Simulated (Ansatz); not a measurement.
**Molecular dynamics, with input and output: ZrCl₃F (part 1 of 4)**

System: ZrCl₃F.
Method: RHF/def2-SVP (Ansatz 0.2.0).

It belongs to a series of runs on one base structure; here: dynamics from the last frame of an earlier run. Figures and captions count atoms from 1; the log counts them from 0 in places.

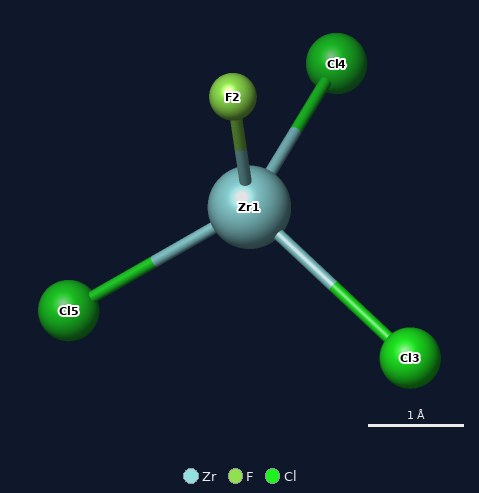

Fig. 1: The starting structure (ball-and-stick view, seen at a tilt; atoms are numbered from 1 in the order of the input). Sticks mark near contacts.

**Summary**

| quantity | value |
| --- | --- |
| outcome | finished |
| mean temperature over the second half | 424 K |
| trajectory | 150 steps, 150 fs |
| ensemble | nve |
| temperature in the input | 400.0 K |
| time step | 1.0 fs |
| potential energy (last step) | −41477.9608 eV |
| mean-field energy (last step) | −41477.9608 eV |
| largest force (length of the vector) (last step) | 1.273 eV/Å |
| hardware | 1 thread of Arm Neoverse V1, 24 GiB of memory available, shared host |
| wall time | 6.8 min |
| peak memory | 0.21 GiB |

**Notes**

So short a trajectory is not equilibrated.

**The input**
```yaml
crystal:
  periodic: [false, false, false]
  atoms:
    - { symbol: Zr, position_ang: [0.002297, -0.060848, -0.000754] }
    - { symbol: F, position_ang: [0.062546, 0.255747, 1.812608] }
    - { symbol: Cl, position_ang: [2.272477, 0.008592, -0.784246] }
    - { symbol: Cl, position_ang: [-1.139244, 1.953568, -0.731936] }
    - { symbol: Cl, position_ang: [-1.169385, -1.942642, -0.898514] }
basis:
  gaussian: { orbitals: def2-SVP }
hamiltonian:
  xc: hf
md:
  timestep: 1.0
  n_steps: 150
  ensemble: nve
  temperature: 400.0
  initial_velocities: maxwell_boltzmann
  seed: 492744
```

Run as:
```bash
ansatz run input.yaml --threads 1 --pin off --max-ram 2048MiB --backend cpu --events-out ev --progress --plain --runs-dir out
```

**Output**
```
Engine: ansatz 0.2.0, aarch64-unknown-linux-gnu
Functional definition: HF
  exchange = exact_x
  correlation = 0
999 factors; integrals over basis functions are off by at most 3.0e-4 eV
mean field evaluation 1: about -41473.5730 eV, gradient 4.1e1 eV
mean field evaluation 2: about -41473.6556 eV, gradient 4.1e1 eV
mean field evaluation 4: about -41477.8376 eV, gradient 1.7e0 eV
mean field evaluation 8: about -41477.8697 eV, gradient 1.8e-1 eV
mean field -41477.86997398 eV, -1524.2836068338 hartree, gradient 7.3e-5 eV, S^2 0.000000; 0 other end points of the search recorded, 0 dependent functions left out
the calculation of the forces begins
reference -41477.86997398 eV, -1524.2836068338 hartree; 36, 36 occupied and 63, 63 virtual orbitals, 999 factors
md step     0: t =     0.00 fs  T =   400.0 K  F+E_penalty+E_count = -41477.86997398 eV  E_kin = 0.155112 eV  conserved = -41477.71486198 eV  (37 SCF iters)
these checks for a lower state are left out or cut short: starts, cluster_reference, orbital_swaps, neighbouring_geometries, increment
999 factors; integrals over basis functions are off by at most 3.0e-4 eV
mean field evaluation 16: about -41477.8693 eV, gradient 1.4e-3 eV
mean field -41477.86932395 eV, -1524.2835829457 hartree, gradient 1.1e-5 eV, S^2 0.000000; 0 other end points of the search recorded, 0 dependent functions left out
the calculation of the forces begins
reference -41477.86932395 eV, -1524.2835829457 hartree; 36, 36 occupied and 63, 63 virtual orbitals, 999 factors
md step     1: t =     1.00 fs  T =   398.3 K  F+E_penalty+E_count = -41477.86932395 eV  E_kin = 0.154435 eV  conserved = -41477.71488932 eV  (40 SCF iters)
[... from here on the SCF iterations and repeated set-up lines of each step are left out, up to the last step ...]
md step     2: t =     2.00 fs  T =   398.3 K  F+E_penalty+E_count = -41477.86935231 eV  E_kin = 0.154437 eV  conserved = -41477.71491567 eV  (39 SCF iters)
md step     3: t =     3.00 fs  T =   398.9 K  F+E_penalty+E_count = -41477.86963690 eV  E_kin = 0.154699 eV  conserved = -41477.71493832 eV  (40 SCF iters)
md step     4: t =     4.00 fs  T =   399.3 K  F+E_penalty+E_count = -41477.86981116 eV  E_kin = 0.154856 eV  conserved = -41477.71495527 eV  (40 SCF iters)
md step     5: t =     5.00 fs  T =   398.8 K  F+E_penalty+E_count = -41477.86959592 eV  E_kin = 0.154631 eV  conserved = -41477.71496539 eV  (39 SCF iters)
md step     6: t =     6.00 fs  T =   396.7 K  F+E_penalty+E_count = -41477.86881814 eV  E_kin = 0.153850 eV  conserved = -41477.71496838 eV  (39 SCF iters)
md step     7: t =     7.00 fs  T =   393.1 K  F+E_penalty+E_count = -41477.86741672 eV  E_kin = 0.152452 eV  conserved = -41477.71496465 eV  (39 SCF iters)
md step     8: t =     8.00 fs  T =   388.1 K  F+E_penalty+E_count = -41477.86543688 eV  E_kin = 0.150482 eV  conserved = -41477.71495521 eV  (40 SCF iters)
md step     9: t =     9.00 fs  T =   381.9 K  F+E_penalty+E_count = -41477.86301547 eV  E_kin = 0.148074 eV  conserved = -41477.71494140 eV  (39 SCF iters)
md step    10: t =    10.00 fs  T =   375.0 K  F+E_penalty+E_count = -41477.86036047 eV  E_kin = 0.145436 eV  conserved = -41477.71492475 eV  (40 SCF iters)
md step    11: t =    11.00 fs  T =   368.3 K  F+E_penalty+E_count = -41477.85772718 eV  E_kin = 0.142820 eV  conserved = -41477.71490687 eV  (38 SCF iters)
md step    12: t =    12.00 fs  T =   362.3 K  F+E_penalty+E_count = -41477.85539353 eV  E_kin = 0.140504 eV  conserved = -41477.71488915 eV  (38 SCF iters)
md step    13: t =    13.00 fs  T =   357.8 K  F+E_penalty+E_count = -41477.85363681 eV  E_kin = 0.138764 eV  conserved = -41477.71487294 eV  (39 SCF iters)
md step    14: t =    14.00 fs  T =   355.5 K  F+E_penalty+E_count = -41477.85271257 eV  E_kin = 0.137853 eV  conserved = -41477.71485934 eV  (38 SCF iters)
md step    15: t =    15.00 fs  T =   355.8 K  F+E_penalty+E_count = -41477.85283676 eV  E_kin = 0.137988 eV  conserved = -41477.71484922 eV  (38 SCF iters)
md step    16: t =    16.00 fs  T =   359.3 K  F+E_penalty+E_count = -41477.85417143 eV  E_kin = 0.139328 eV  conserved = -41477.71484321 eV  (38 SCF iters)
md step    17: t =    17.00 fs  T =   366.1 K  F+E_penalty+E_count = -41477.85681415 eV  E_kin = 0.141972 eV  conserved = -41477.71484174 eV  (38 SCF iters)
md step    18: t =    18.00 fs  T =   376.4 K  F+E_penalty+E_count = -41477.86079083 eV  E_kin = 0.145946 eV  conserved = -41477.71484504 eV  (38 SCF iters)
md step    19: t =    19.00 fs  T =   389.9 K  F+E_penalty+E_count = -41477.86605188 eV  E_kin = 0.151199 eV  conserved = -41477.71485311 eV  (60 SCF iters)
md step    20: t =    20.00 fs  T =   406.4 K  F+E_penalty+E_count = -41477.87247172 eV  E_kin = 0.157606 eV  conserved = -41477.71486580 eV  (38 SCF iters)
md step    21: t =    21.00 fs  T =   425.4 K  F+E_penalty+E_count = -41477.87985116 eV  E_kin = 0.164968 eV  conserved = -41477.71488279 eV  (38 SCF iters)
md step    22: t =    22.00 fs  T =   446.2 K  F+E_penalty+E_count = -41477.88792277 eV  E_kin = 0.173019 eV  conserved = -41477.71490358 eV  (38 SCF iters)
md step    23: t =    23.00 fs  T =   467.9 K  F+E_penalty+E_count = -41477.89635928 eV  E_kin = 0.181432 eV  conserved = -41477.71492747 eV  (38 SCF iters)
md step    24: t =    24.00 fs  T =   489.5 K  F+E_penalty+E_count = -41477.90478519 eV  E_kin = 0.189831 eV  conserved = -41477.71495379 eV  (38 SCF iters)
md step    25: t =    25.00 fs  T =   510.1 K  F+E_penalty+E_count = -41477.91279035 eV  E_kin = 0.197809 eV  conserved = -41477.71498105 eV  (38 SCF iters)
md step    26: t =    26.00 fs  T =   528.5 K  F+E_penalty+E_count = -41477.91994901 eV  E_kin = 0.204941 eV  conserved = -41477.71500829 eV  (38 SCF iters)
md step    27: t =    27.00 fs  T =   543.6 K  F+E_penalty+E_count = -41477.92583898 eV  E_kin = 0.210805 eV  conserved = -41477.71503383 eV  (38 SCF iters)
md step    28: t =    28.00 fs  T =   554.5 K  F+E_penalty+E_count = -41477.93006560 eV  E_kin = 0.215009 eV  conserved = -41477.71505616 eV  (38 SCF iters)
md step    29: t =    29.00 fs  T =   560.1 K  F+E_penalty+E_count = -41477.93228703 eV  E_kin = 0.217213 eV  conserved = -41477.71507418 eV  (38 SCF iters)
md step    30: t =    30.00 fs  T =   560.0 K  F+E_penalty+E_count = -41477.93223789 eV  E_kin = 0.217153 eV  conserved = -41477.71508539 eV  (38 SCF iters)
md step    31: t =    31.00 fs  T =   553.6 K  F+E_penalty+E_count = -41477.92975708 eV  E_kin = 0.214668 eV  conserved = -41477.71508906 eV  (38 SCF iters)
md step    32: t =    32.00 fs  T =   540.8 K  F+E_penalty+E_count = -41477.92480698 eV  E_kin = 0.209723 eV  conserved = -41477.71508390 eV  (38 SCF iters)
md step    33: t =    33.00 fs  T =   522.0 K  F+E_penalty+E_count = -41477.91749076 eV  E_kin = 0.202421 eV  conserved = -41477.71506958 eV  (38 SCF iters)
md step    34: t =    34.00 fs  T =   497.7 K  F+E_penalty+E_count = -41477.90805878 eV  E_kin = 0.193013 eV  conserved = -41477.71504567 eV  (38 SCF iters)
md step    35: t =    35.00 fs  T =   469.1 K  F+E_penalty+E_count = -41477.89690722 eV  E_kin = 0.181894 eV  conserved = -41477.71501344 eV  (38 SCF iters)
md step    36: t =    36.00 fs  T =   437.3 K  F+E_penalty+E_count = -41477.88456142 eV  E_kin = 0.169586 eV  conserved = -41477.71497492 eV  (38 SCF iters)
md step    37: t =    37.00 fs  T =   404.1 K  F+E_penalty+E_count = -41477.87164650 eV  E_kin = 0.156714 eV  conserved = -41477.71493217 eV  (38 SCF iters)
md step    38: t =    38.00 fs  T =   371.2 K  F+E_penalty+E_count = -41477.85884820 eV  E_kin = 0.143960 eV  conserved = -41477.71488861 eV  (38 SCF iters)
md step    39: t =    39.00 fs  T =   340.4 K  F+E_penalty+E_count = -41477.84686188 eV  E_kin = 0.132015 eV  conserved = -41477.71484733 eV  (38 SCF iters)
md step    40: t =    40.00 fs  T =   313.4 K  F+E_penalty+E_count = -41477.83634039 eV  E_kin = 0.121528 eV  conserved = -41477.71481235 eV  (38 SCF iters)
md step    41: t =    41.00 fs  T =   291.5 K  F+E_penalty+E_count = -41477.82783984 eV  E_kin = 0.113054 eV  conserved = -41477.71478615 eV  (38 SCF iters)
md step    42: t =    42.00 fs  T =   275.9 K  F+E_penalty+E_count = -41477.82177701 eV  E_kin = 0.107006 eV  conserved = -41477.71477071 eV  (38 SCF iters)
md step    43: t =    43.00 fs  T =   267.2 K  F+E_penalty+E_count = -41477.81839836 eV  E_kin = 0.103631 eV  conserved = -41477.71476688 eV  (38 SCF iters)
md step    44: t =    44.00 fs  T =   265.6 K  F+E_penalty+E_count = -41477.81776676 eV  E_kin = 0.102992 eV  conserved = -41477.71477434 eV  (38 SCF iters)
md step    45: t =    45.00 fs  T =   270.7 K  F+E_penalty+E_count = -41477.81976663 eV  E_kin = 0.104975 eV  conserved = -41477.71479158 eV  (38 SCF iters)
md step    46: t =    46.00 fs  T =   281.9 K  F+E_penalty+E_count = -41477.82412665 eV  E_kin = 0.109310 eV  conserved = -41477.71481673 eV  (38 SCF iters)
md step    47: t =    47.00 fs  T =   298.1 K  F+E_penalty+E_count = -41477.83045375 eV  E_kin = 0.115607 eV  conserved = -41477.71484634 eV  (38 SCF iters)
md step    48: t =    48.00 fs  T =   318.2 K  F+E_penalty+E_count = -41477.83827853 eV  E_kin = 0.123401 eV  conserved = -41477.71487779 eV  (38 SCF iters)
md step    49: t =    49.00 fs  T =   340.9 K  F+E_penalty+E_count = -41477.84709950 eV  E_kin = 0.132191 eV  conserved = -41477.71490843 eV  (38 SCF iters)
md step    50: t =    50.00 fs  T =   364.9 K  F+E_penalty+E_count = -41477.85642540 eV  E_kin = 0.141490 eV  conserved = -41477.71493578 eV  (38 SCF iters)
md step    51: t =    51.00 fs  T =   389.0 K  F+E_penalty+E_count = -41477.86581138 eV  E_kin = 0.150853 eV  conserved = -41477.71495873 eV  (60 SCF iters)
md step    52: t =    52.00 fs  T =   412.4 K  F+E_penalty+E_count = -41477.87488300 eV  E_kin = 0.159907 eV  conserved = -41477.71497614 eV  (38 SCF iters)
md step    53: t =    53.00 fs  T =   434.2 K  F+E_penalty+E_count = -41477.88335237 eV  E_kin = 0.168365 eV  conserved = -41477.71498773 eV  (38 SCF iters)
md step    54: t =    54.00 fs  T =   453.9 K  F+E_penalty+E_count = -41477.89102320 eV  E_kin = 0.176030 eV  conserved = -41477.71499359 eV  (38 SCF iters)
md step    55: t =    55.00 fs  T =   471.4 K  F+E_penalty+E_count = -41477.89778851 eV  E_kin = 0.182794 eV  conserved = -41477.71499454 eV  (38 SCF iters)
md step    56: t =    56.00 fs  T =   486.4 K  F+E_penalty+E_count = -41477.90362095 eV  E_kin = 0.188630 eV  conserved = -41477.71499126 eV  (38 SCF iters)
md step    57: t =    57.00 fs  T =   499.2 K  F+E_penalty+E_count = -41477.90856075 eV  E_kin = 0.193576 eV  conserved = -41477.71498506 eV  (38 SCF iters)
md step    58: t =    58.00 fs  T =   509.9 K  F+E_penalty+E_count = -41477.91269905 eV  E_kin = 0.197723 eV  conserved = -41477.71497646 eV  (38 SCF iters)
md step    59: t =    59.00 fs  T =   518.8 K  F+E_penalty+E_count = -41477.91616369 eV  E_kin = 0.201197 eV  conserved = -41477.71496673 eV  (38 SCF iters)
md step    60: t =    60.00 fs  T =   526.4 K  F+E_penalty+E_count = -41477.91910239 eV  E_kin = 0.204146 eV  conserved = -41477.71495664 eV  (38 SCF iters)
md step    61: t =    61.00 fs  T =   533.1 K  F+E_penalty+E_count = -41477.92166845 eV  E_kin = 0.206722 eV  conserved = -41477.71494656 eV  (38 SCF iters)
md step    62: t =    62.00 fs  T =   539.1 K  F+E_penalty+E_count = -41477.92400918 eV  E_kin = 0.209071 eV  conserved = -41477.71493775 eV  (38 SCF iters)
md step    63: t =    63.00 fs  T =   545.0 K  F+E_penalty+E_count = -41477.92625306 eV  E_kin = 0.211322 eV  conserved = -41477.71493076 eV  (38 SCF iters)
md step    64: t =    64.00 fs  T =   550.8 K  F+E_penalty+E_count = -41477.92850093 eV  E_kin = 0.213575 eV  conserved = -41477.71492587 eV  (38 SCF iters)
md step    65: t =    65.00 fs  T =   556.7 K  F+E_penalty+E_count = -41477.93081883 eV  E_kin = 0.215895 eV  conserved = -41477.71492336 eV  (38 SCF iters)
md step    66: t =    66.00 fs  T =   563.0 K  F+E_penalty+E_count = -41477.93323273 eV  E_kin = 0.218309 eV  conserved = -41477.71492381 eV  (38 SCF iters)
md step    67: t =    67.00 fs  T =   569.4 K  F+E_penalty+E_count = -41477.93572416 eV  E_kin = 0.220797 eV  conserved = -41477.71492706 eV  (38 SCF iters)
md step    68: t =    68.00 fs  T =   575.8 K  F+E_penalty+E_count = -41477.93822982 eV  E_kin = 0.223297 eV  conserved = -41477.71493306 eV  (38 SCF iters)
md step    69: t =    69.00 fs  T =   582.0 K  F+E_penalty+E_count = -41477.94064251 eV  E_kin = 0.225701 eV  conserved = -41477.71494159 eV  (38 SCF iters)
md step    70: t =    70.00 fs  T =   587.6 K  F+E_penalty+E_count = -41477.94281506 eV  E_kin = 0.227863 eV  conserved = -41477.71495227 eV  (38 SCF iters)
md step    71: t =    71.00 fs  T =   592.1 K  F+E_penalty+E_count = -41477.94456712 eV  E_kin = 0.229603 eV  conserved = -41477.71496450 eV  (38 SCF iters)
md step    72: t =    72.00 fs  T =   595.0 K  F+E_penalty+E_count = -41477.94569513 eV  E_kin = 0.230718 eV  conserved = -41477.71497749 eV  (38 SCF iters)
md step    73: t =    73.00 fs  T =   595.7 K  F+E_penalty+E_count = -41477.94598529 eV  E_kin = 0.230995 eV  conserved = -41477.71499021 eV  (38 SCF iters)
md step    74: t =    74.00 fs  T =   593.7 K  F+E_penalty+E_count = -41477.94522973 eV  E_kin = 0.230228 eV  conserved = -41477.71500157 eV  (38 SCF iters)
md step    75: t =    75.00 fs  T =   588.6 K  F+E_penalty+E_count = -41477.94324465 eV  E_kin = 0.228234 eV  conserved = -41477.71501022 eV  (38 SCF iters)
md step    76: t =    76.00 fs  T =   579.9 K  F+E_penalty+E_count = -41477.93989053 eV  E_kin = 0.224875 eV  conserved = -41477.71501506 eV  (38 SCF iters)
md step    77: t =    77.00 fs  T =   567.5 K  F+E_penalty+E_count = -41477.93509148 eV  E_kin = 0.220077 eV  conserved = -41477.71501482 eV  (38 SCF iters)
md step    78: t =    78.00 fs  T =   551.5 K  F+E_penalty+E_count = -41477.92885333 eV  E_kin = 0.213845 eV  conserved = -41477.71500837 eV  (38 SCF iters)
md step    79: t =    79.00 fs  T =   532.0 K  F+E_penalty+E_count = -41477.92127817 eV  E_kin = 0.206283 eV  conserved = -41477.71499564 eV  (38 SCF iters)
md step    80: t =    80.00 fs  T =   509.6 K  F+E_penalty+E_count = -41477.91257030 eV  E_kin = 0.197594 eV  conserved = -41477.71497647 eV  (40 SCF iters)
md step    81: t =    81.00 fs  T =   485.0 K  F+E_penalty+E_count = -41477.90303542 eV  E_kin = 0.188084 eV  conserved = -41477.71495157 eV  (40 SCF iters)
md step    82: t =    82.00 fs  T =   459.4 K  F+E_penalty+E_count = -41477.89306839 eV  E_kin = 0.178146 eV  conserved = -41477.71492239 eV  (40 SCF iters)
md step    83: t =    83.00 fs  T =   433.9 K  F+E_penalty+E_count = -41477.88313018 eV  E_kin = 0.168239 eV  conserved = -41477.71489102 eV  (61 SCF iters)
md step    84: t =    84.00 fs  T =   409.7 K  F+E_penalty+E_count = -41477.87371482 eV  E_kin = 0.158855 eV  conserved = -41477.71486004 eV  (40 SCF iters)
md step    85: t =    85.00 fs  T =   388.0 K  F+E_penalty+E_count = -41477.86530872 eV  E_kin = 0.150477 eV  conserved = -41477.71483197 eV  (40 SCF iters)
md step    86: t =    86.00 fs  T =   370.2 K  F+E_penalty+E_count = -41477.85834824 eV  E_kin = 0.143538 eV  conserved = -41477.71481002 eV  (39 SCF iters)
md step    87: t =    87.00 fs  T =   356.9 K  F+E_penalty+E_count = -41477.85317668 eV  E_kin = 0.138381 eV  conserved = -41477.71479614 eV  (39 SCF iters)
md step    88: t =    88.00 fs  T =   348.7 K  F+E_penalty+E_count = -41477.85001150 eV  E_kin = 0.135220 eV  conserved = -41477.71479167 eV  (39 SCF iters)
md step    89: t =    89.00 fs  T =   345.9 K  F+E_penalty+E_count = -41477.84892291 eV  E_kin = 0.134126 eV  conserved = -41477.71479698 eV  (39 SCF iters)
md step    90: t =    90.00 fs  T =   348.2 K  F+E_penalty+E_count = -41477.84982818 eV  E_kin = 0.135017 eV  conserved = -41477.71481137 eV  (39 SCF iters)
md step    91: t =    91.00 fs  T =   355.0 K  F+E_penalty+E_count = -41477.85250239 eV  E_kin = 0.137669 eV  conserved = -41477.71483314 eV  (40 SCF iters)
md step    92: t =    92.00 fs  T =   365.5 K  F+E_penalty+E_count = -41477.85660451 eV  E_kin = 0.141744 eV  conserved = -41477.71486034 eV  (39 SCF iters)
md step    93: t =    93.00 fs  T =   378.6 K  F+E_penalty+E_count = -41477.86171237 eV  E_kin = 0.146823 eV  conserved = -41477.71488951 eV  (40 SCF iters)
```
